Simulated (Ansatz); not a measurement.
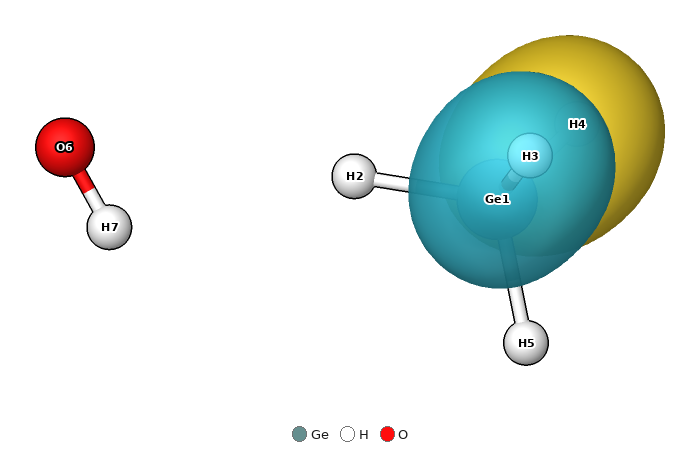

GeH4···OH (doublet). The HOMO−1 (β) at ±0.15 Å⁻³ᐟ² (yellow and cyan are the two phases), seen at a tilt.

Level of theory: UHF/def2-SVP (Ansatz 0.2.0).

The calculation's input:

```
crystal:
  periodic: [false, false, false]
  atoms:
    - { symbol: Ge, position_ang: [0.010516, 0.016523, -0.110513] }
    - { symbol: H, position_ang: [0.015126, 0.02652, 1.433127] }
    - { symbol: H, position_ang: [1.452321, 0.008006, -0.631067] }
    - { symbol: H, position_ang: [-0.716905, 1.260866, -0.632607] }
    - { symbol: H, position_ang: [-0.715187, -1.240118, -0.611957] }
    - { symbol: O, position_ang: [-0.02167, -0.034251, 3.650554] }
    - { symbol: H, position_ang: [-0.537001, -0.838646, 3.710963] }
magnetization:
  spin_polarized: true
  initial_magnetization: 1
basis:
  gaussian: { orbitals: def2-SVP }
hamiltonian:
  xc: hf
relax:
  f_tol: 0.03
  max_steps: 50
output:
  orbitals: {}
```

Command:

```sh
ansatz run input.yaml --threads 1 --pin off --max-ram 2048MiB --backend cpu --events-out ev --progress --plain --runs-dir out
```

The fields are those of the run's last geometry, not of the input's.

Describe this orbital and give its energy.

Answer. It lies mainly on Ge1 (about 45 %), H3 (about 25 %) and H4 (about 25 %). Its energy is −12.98 eV.
